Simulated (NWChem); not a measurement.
Single-point calculation, with input and output: CH₄AlFO (part 4 of 4)

CH₄AlFO, SMILES [CH3][Al]([OH])[F]; wB97X/pc-0, RKS, SMD solvent water (NWChem 7.3.0). The geometry comes from this level: PBE0-D4/def2-TZVP.

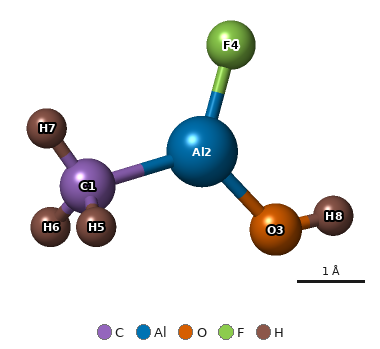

Figure 1. The structure (ball-and-stick view, seen at a tilt; atoms are numbered from 1 in the order of the input). Sticks mark near contacts.

## Input
```
start job
title "CH4AlFO wB97X"
memory total 2200 mb
charge 0
geometry noautosym nocenter
 zmatrix
   C
   Al 1 r2
   O 2 r3 1 a3
   F 2 r4 3 a4 1 d4
   H 1 r5 2 a5 4 d5
   H 1 r6 5 a6 2 d6
   H 1 r7 6 a7 5 d7
   H 3 r8 2 a8 4 d8
 variables
   r2 1.929863
   r3 1.689021
   a3 120.63082
   r4 1.653634
   a4 118.20241
   d4 179.95872
   r5 1.093635
   a5 110.66618
   d5 -118.51068
   r6 1.093424
   a6 106.78894
   d6 120.60897
   r7 1.091428
   a7 108.33722
   d7 -116.32241
   r8 0.955671
   a8 123.79104
   d8 0.07747
 end
end
basis spherical bse
 C library pc-0
 Al library pc-0
 O library pc-0
 F library pc-0
 H library pc-0
end
basis "cd basis" spherical
 C library "weigend coulomb fitting"
 Al library "weigend coulomb fitting"
 O library "weigend coulomb fitting"
 F library "weigend coulomb fitting"
 H library "weigend coulomb fitting"
end
cosmo
 do_cosmo_smd true
 solvent water
end
dft
 xc wb97x
 grid fine
 print medium
end
esp
 restrain
 recalculate
end
task dft energy
task esp
```

Launch command:
```bash
nwchem job.nw > job.out
```

## Results in brief

- outcome: converged
- total energy: −457.355197 hartree
- solvation energy: −0.026945 hartree
- basis functions: 48
- HOMO: −11.03 eV
- LUMO: 3.21 eV
- dipole moment: 0.47 D
- hardware: 1 thread of AMD EPYC (Zen 5), 16 GiB of memory available, shared host
- wall time: 12 s
- peak memory: 0.12 GiB
